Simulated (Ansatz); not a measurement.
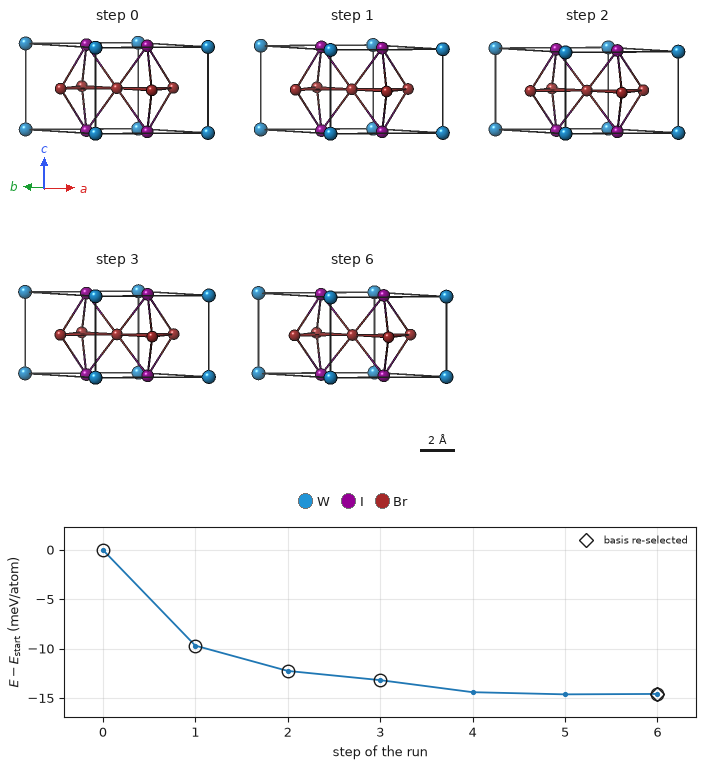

Frames of a relaxation of solid WI2Br3 (a generated structure, set up in P6/mmm), marked on the history of the run. A ball-and-stick model of the cell of the calculation, seen from a free direction.

Method: DFT PBE, scalar-relativistic, plane waves, PAW in Ansatz 0.2.0.

The input:
```yaml
crystal:
  lattice:
    - [6.85087968, 0.0, 0.0]
    - [-3.42543984, 5.93303584, 0.0]
    - [0.0, 0.0, 5.19353872]
  atoms:
    - { symbol: W, position: [0.0, 0.0, 0.0], spin: 4.91 }
    - { symbol: I, position: [0.66666667, 0.33333333, 0.0] }
    - { symbol: I, position: [0.33333333, 0.66666667, 0.0] }
    - { symbol: Br, position: [0.0, 0.5, 0.5] }
    - { symbol: Br, position: [0.5, 0.5, 0.5] }
    - { symbol: Br, position: [0.5, 0.0, 0.5] }
basis:
  ecutwfc: 420
kpoints:
  mp_grid: { grid: [6, 6, 8] }
hamiltonian:
  xc: pbe
scf:
  occupations: { method: gaussian, width: 0.1 }
output:
  forces: true
  stress: true
  eigenvalues: true
  populations: true
magnetization:
  spin_polarized: true
relax:
  adjacent_minimum: "off"
  f_tol: 0.01
  max_steps: 80
  cell: { stress_tol: 0.05 }
```

Command:
```bash
ansatz run input.yaml --threads 1 --pin off --max-ram 2048MiB --backend cpu --events-out ev --progress --plain --runs-dir out
```

> What happens along the run?

The atoms keep their places relative to the cell (all moves are under 0.005 Å). Cell: a = b 6.851 → 7.062 Å (+3.1 %), c 5.194 → 4.849 Å (−6.6 %). Volume −0.8 %. Among the contacts that change: Br4–Br5 3.425 → 3.531 Å, I2–Br4 3.264 → 3.168 Å. The space group stays P6/mmm (No. 191). After 5 accepted moves (6 points after the start) the energy has fallen by 14.6 meV per atom. All forces vanish by symmetry, so only the cell relaxes. The pressure goes from −1.11 to 0.00 GPa. At 1 point the geometry stayed and the basis and grid were re-selected for the new cell (energy shift of less than 0.05 meV per atom at most each time). From step 0 to 1: volume −2.9 %, energy −9.7 meV per atom. From step 1 to 2: volume −2.0 %, energy −2.6 meV per atom. From step 2 to 3: volume +1.2 %, energy −0.9 meV per atom. From step 3 to 6: volume +3.1 %, energy −1.4 meV per atom.
